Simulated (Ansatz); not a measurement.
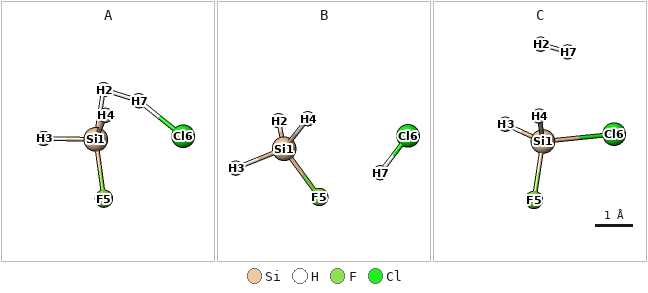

3 geometries from a converged minimum-energy path of SiH$_{4}$ClF, shuffled. The picture is a ball-and-stick view, seen at a tilt.

Method: RKS PBE-D4/def2-SVP (Ansatz). Settings: 5 movable images; climbing image; force threshold 0.05 eV/Å; iteration limit 60; starting path through a guess of the saddle point.

> One of them is the converged climbing image. Which?

A. In order along the path, whose images run from 0 to 6: B (image 0, 0.0 kJ/mol), A (image 3, +134.3 kJ/mol), C (image 5, −52.9 kJ/mol). Breaking: Cl6–H7 (1.31 → 1.57 at the top → 3.06 Å), Si1–H2 (1.50 → 1.69 at the top → 3.48 Å). Forming: H2–H7 (3.14 → 1.02 at the top → 0.77 Å), Si1–Cl6 (3.64 → 2.52 at the top → 2.07 Å).

The run took 2.1 min on 1 thread of Arm Neoverse V1, on a shared host, peak memory 0.12 GiB.
